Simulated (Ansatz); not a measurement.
# B4 (charge +1, doublet): what the fields show

Input file:

```
crystal:
  periodic: [false, false, false]
  atoms:
    - {symbol: B, position_ang: [-0.525918, -0.955710, 0.043330]}
    - {symbol: B, position_ang: [0.525907, 0.955709, -0.043445]}
    - {symbol: B, position_ang: [-0.954555, 0.527130, 0.040876]}
    - {symbol: B, position_ang: [0.954555, -0.527130, -0.040770]}
basis:
  gaussian: {orbitals: def2-TZVP, initial_orbitals: start.molden}
total_charge: 1
magnetization: {spin_polarized: true, initial_magnetization: 1}
hamiltonian: {xc: pbe0, dispersion: d4}
output: {forces: true, orbitals: {seedname: orbitals}}
```

Run with:

```sh
ansatz run in.yaml --threads 4 --pin off --events-out ev --progress --plain --max-ram 3916MiB
```

Geometry: B3LYP-D4/def2-TZVP.

Theory: UKS PBE0-D4/def2-TZVP (Ansatz).

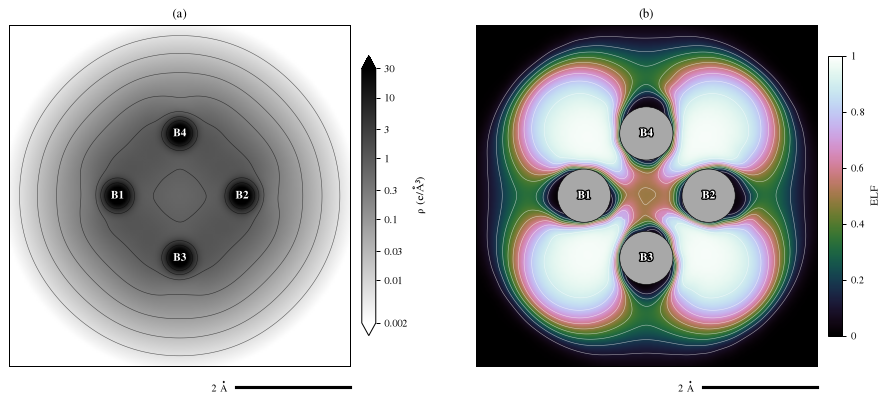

Figure 1. (a) electron density; (b) electron localisation function on the molecular plane. Grey discs cover the atomic cores in the ELF map.

Q: Describe what can be read from this map.

A:
- The plane passes through B nuclei.
- B–B (1.54 Å): ρ is about 1.1 e/Å³ halfway; the ELF peaks at about 0.90 between the atoms (a covalent bond).

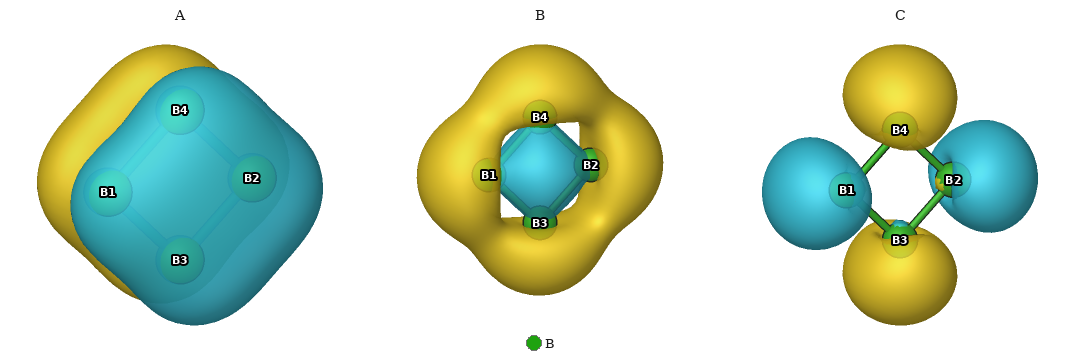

Figure 2. Three frontier orbitals at ±0.1 Å⁻³ᐟ² (yellow and cyan are the two phases), in no order.

Q: Order the three orbitals by energy and name them. All are α orbitals.

A: A is the HOMO−1 (α) (−14.71 eV). It lies mainly on B1 (about 25 %), B2 (about 25 %), B3 (about 25 %) and B4 (about 25 %); it changes sign across the molecular plane (π type); it is ungerade (odd under inversion); π-bonding across B1–B3, B1–B4, B2–B3 and B2–B4. B is the HOMO (α) (−14.21 eV). By Hirshfeld shares it lies mainly on B1 (about 25 %), B2 (about 25 %), B3 (about 25 %) and B4 (about 25 %); it is symmetric in the molecular plane (an in-plane orbital: σ, lone-pair or in-plane π type); it is gerade (even under inversion). C is the LUMO (α) (−10.30 eV). Its weight (Hirshfeld) is mainly on B1 (about 25 %), B2 (about 25 %), B3 (about 25 %) and B4 (about 25 %); it is symmetric in the molecular plane (an in-plane orbital: σ, lone-pair or in-plane π type); it is gerade (even under inversion).

Q: What is the gap between the highest occupied and lowest empty α orbitals?

A: 3.91 eV between the orbital energies.

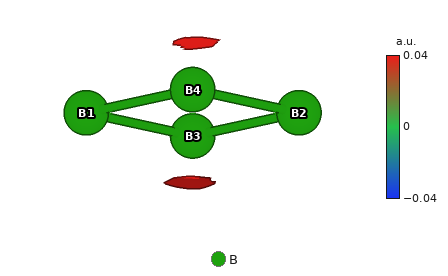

Figure 3. Non-covalent interaction (NCI) plot: the surface where the reduced density gradient is 0.5, for densities under 0.05 a.u., coloured by sign(λ₂)ρ; seen from one side.

Q: What holds or crowds the atoms apart from the covalent bonds?

A: Inside the ring or cage of B1, B2, B3 and B4: steric crowding (red) (×2).

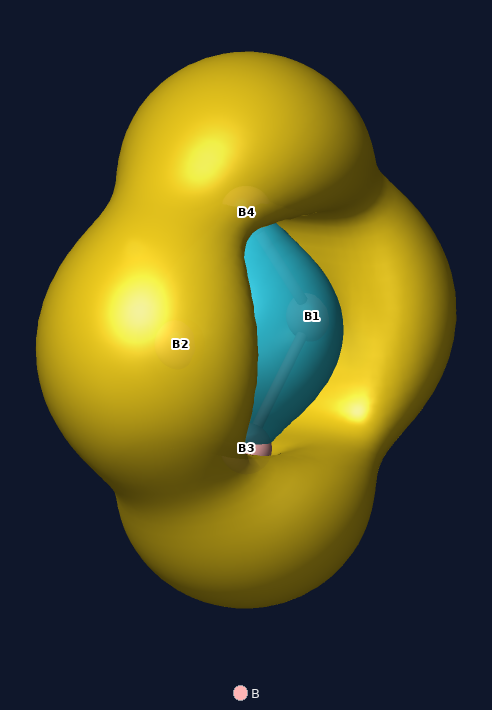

Figure 4. One frontier orbital at ±0.1 Å⁻³ᐟ² (yellow and cyan are the two phases), seen at an oblique angle.

Q: Which orbital is it: HOMO (α) or LUMO (α)?

A: The HOMO (α), at −14.21 eV. It lies mainly on B1 (about 25 %), B2 (about 25 %), B3 (about 25 %) and B4 (about 25 %); it is symmetric in the molecular plane (an in-plane orbital: σ, lone-pair or in-plane π type); it is gerade (even under inversion).
